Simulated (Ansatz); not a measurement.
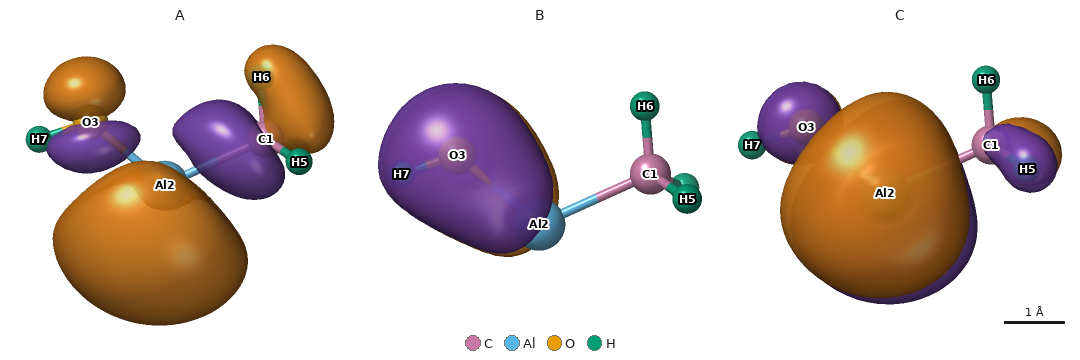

*CH4AlO (SMILES [CH3][Al][OH]) (doublet). Three frontier orbitals at ±0.08 Å⁻³ᐟ² (orange and purple are the two phases), in no order.*

The calculation used Ansatz, UKS PBE/def2-SVP.

```xyz
7

C    -0.9110    0.5480   -0.4179
Al    0.7509   -0.4310   -0.8813
O     1.3968   -1.4434    0.3697
H    -1.7674    0.1406   -0.9962
H    -0.8261    1.6272   -0.6609
H    -1.1219    0.4315    0.6657
H     2.2007   -1.9709    0.2315
```

### Which picture is the HOMO−1, the HOMO and the LUMO? All are α orbitals.

B is the HOMO−1 (α) (−7.14 eV). It lies mainly on O3 (about 80 %); largely a lone pair of O3. A is the HOMO (α) (−4.22 eV). By Hirshfeld shares it lies mainly on Al2 (about 70 %), C1 (about 15 %) and O3 (about 10 %). C is the LUMO (α) (−1.48 eV). Its weight (Hirshfeld) is mainly on Al2 (about 80 %) and O3 (about 10 %).

### What is the gap between the highest occupied and lowest empty α orbitals?

2.74 eV between the orbital energies.
